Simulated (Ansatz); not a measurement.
## Fields on a plane of Pb (fcc, Cu type)

```
Pb
1.0
    0.00000     2.51696     2.51696
    2.51696     0.00000     2.51696
    2.51696     2.51696     0.00000
Pb
1
Direct
  0.00000   0.00000   0.00000
```

The slice is a {111} plane (indices of the conventional cell) through the point (0.000, 0.000, 0.000) (fractional), spanned by u = [100] and v = [-1 2 0] in vectors of this cell: u (3.56 Å) and v (6.17 Å, at 90° to u). It covers one period; positions are fractions (u, v).

Atoms on it: Pb at (0.00, 0.00); Pb at (0.50, 0.50).

Computed with PBE (plane waves to 420 eV, PAW, scalar-relativistic; Ansatz, a program for electronic structure). k mesh 16×16×16. Inside the PAW spheres the values are not all-electron values, and peaks at nuclei hang on which shells count as valence. Pb was relaxed with its symmetry unable to fall. Spin-orbit coupling is left out, though Pb is heavy. The relaxed volume of Pb is well above the measured one; the method has no dispersion term.

| v \ u | 0.00 | 0.12 | 0.25 | 0.38 | 0.50 | 0.62 | 0.75 | 0.88 |
|---|---|---|---|---|---|---|---|---|
| 0.96 | x | x | 0.42 | 0.32 | 0.20 | 0.32 | 0.42 | x |
| 0.86 | 0.42 | 0.41 | 0.34 | 0.25 | 0.19 | 0.25 | 0.34 | 0.41 |
| 0.75 | 0.27 | 0.24 | 0.21 | 0.24 | 0.27 | 0.24 | 0.21 | 0.24 |
| 0.64 | 0.19 | 0.25 | 0.34 | 0.41 | 0.42 | 0.41 | 0.34 | 0.25 |
| 0.54 | 0.20 | 0.32 | 0.42 | x | x | x | 0.42 | 0.32 |
| 0.43 | 0.20 | 0.31 | 0.41 | 0.25 | x | 0.25 | 0.41 | 0.31 |
| 0.32 | 0.19 | 0.21 | 0.30 | 0.35 | 0.38 | 0.35 | 0.30 | 0.21 |
| 0.21 | 0.33 | 0.31 | 0.24 | 0.20 | 0.21 | 0.20 | 0.24 | 0.31 |
| 0.11 | 0.29 | 0.39 | 0.38 | 0.29 | 0.20 | 0.29 | 0.38 | 0.39 |
| 0.00 | x | x | 0.42 | 0.32 | 0.21 | 0.32 | 0.42 | x |

Values: electron localisation function (ELF). Points within 0.5 Å of a nucleus are blanked (x), as the pseudised field means little there.

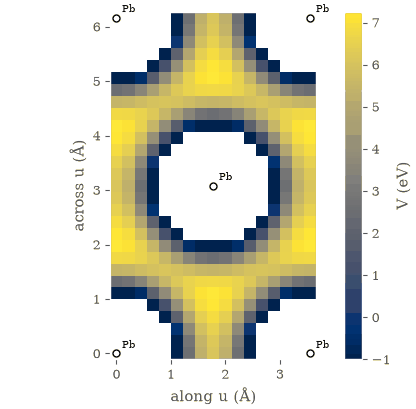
Figure. Electrostatic potential energy of an electron, from the cell's mean, in eV, one period of the plane, atoms marked. Points within 1 Å of a nucleus are left white, as the pseudised field means little there. Values under -1 eV are set to -1. The zero, the cell's mean, hangs on the PAW cores.

* **Density on the Pb–Pb line (3.56 Å) at its midpoint**: 0.11 e/Å³
* **ELF at that point**: 0.21
